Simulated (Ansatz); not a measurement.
```cif
data_structure
_symmetry_space_group_name_H-M 'P 1'
_symmetry_Int_Tables_number 1
_cell_length_a 5.0156
_cell_length_b 5.0156
_cell_length_c 5.0156
_cell_angle_alpha 90.000
_cell_angle_beta 90.000
_cell_angle_gamma 90.000
_cell_volume 126.17
loop_
_atom_site_label
_atom_site_type_symbol
_atom_site_fract_x
_atom_site_fract_y
_atom_site_fract_z
_atom_site_occupancy
B1 B 0.00000 0.00000 0.00000 1
B2 B 0.50000 0.50000 0.50000 1
Bi1 Bi 0.00000 0.50000 0.50000 1
Bi2 Bi 0.50000 0.00000 0.50000 1
Bi3 Bi 0.50000 0.50000 0.00000 1
```

Space group Pm-3m; a structure generated by program, which may or may not match a known phase; computed without spin polarisation.

Method: DFT PBE, scalar-relativistic, plane waves, PAW in Ansatz 0.2.0.

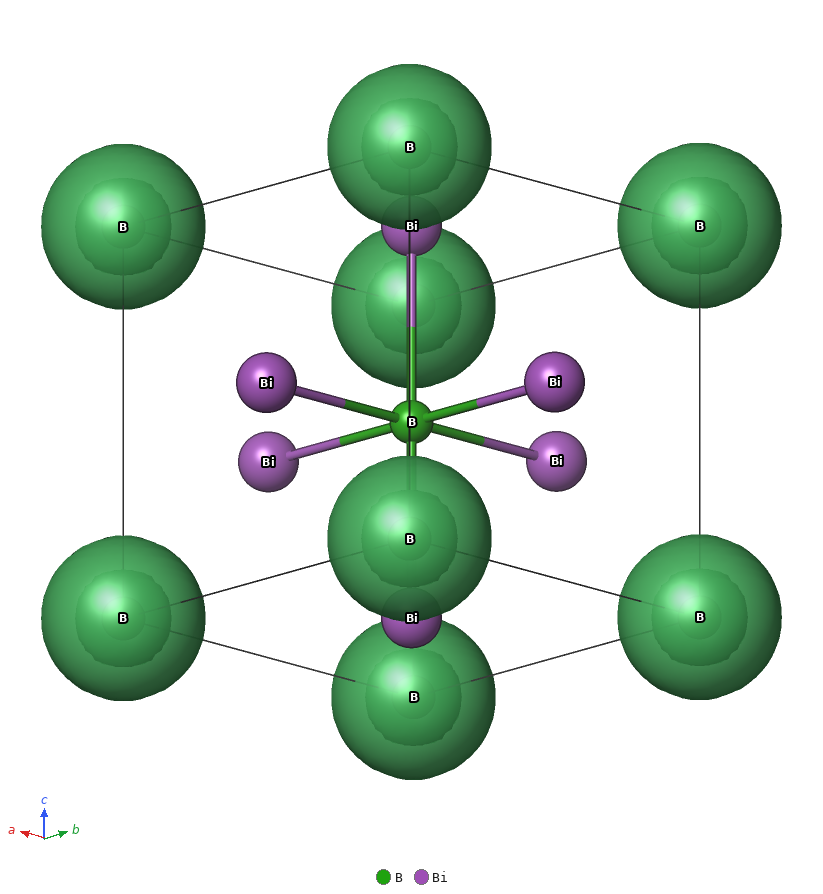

Bi₃B₂. Isosurface of the electron localisation function at 0.8 (green), seen at an oblique angle. Only the valence region is drawn (cores and ρ < 0.01 e/Å³ removed). Sticks mark near contacts.

Core electrons are frozen (PAW), and the valence fields are smoothed inside the atomic spheres.

> Where are the electrons localised?

The surface consists of one region wrapped around B (its valence shell), counted in one cell of 5 atoms. Regions shared between cells count once. Profiles from the grid: Bi–B (2.51 Å): the ELF peaks at about 0.75 in the valence shell of B, 0.8 Å from its nucleus, and is about 0.40 at the midpoint.
